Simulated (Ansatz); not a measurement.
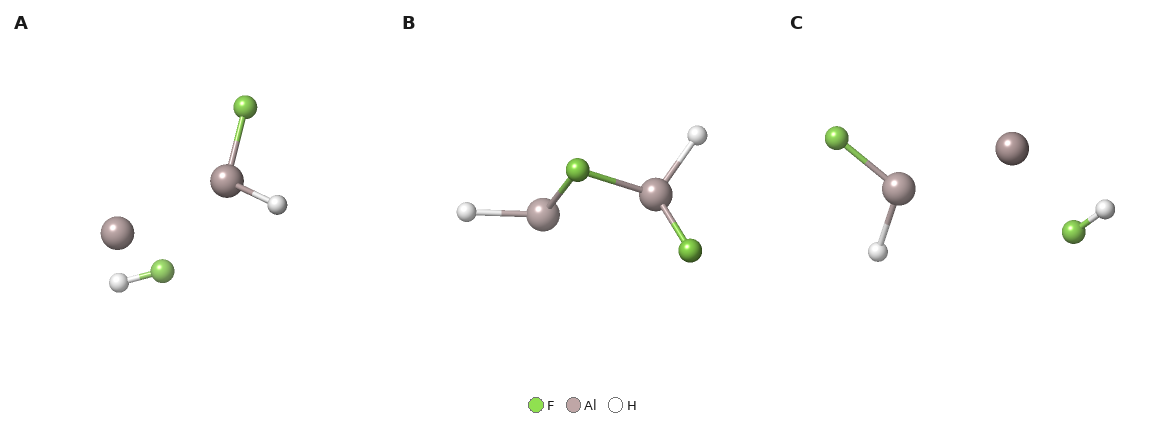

3 stationary structures of one formula. Geometries: PBE-D4/def2-SVP. Electronic energies: PBE-D4/def2-SVP (Ansatz 0.2.0), without zero-point energy. No frequency run is at hand to confirm each as a minimum.

Which is lowest in energy, and by how much?

Answer. B is lowest (C1); A lies 2.770 eV above it (C1), C lies 2.777 eV above it.
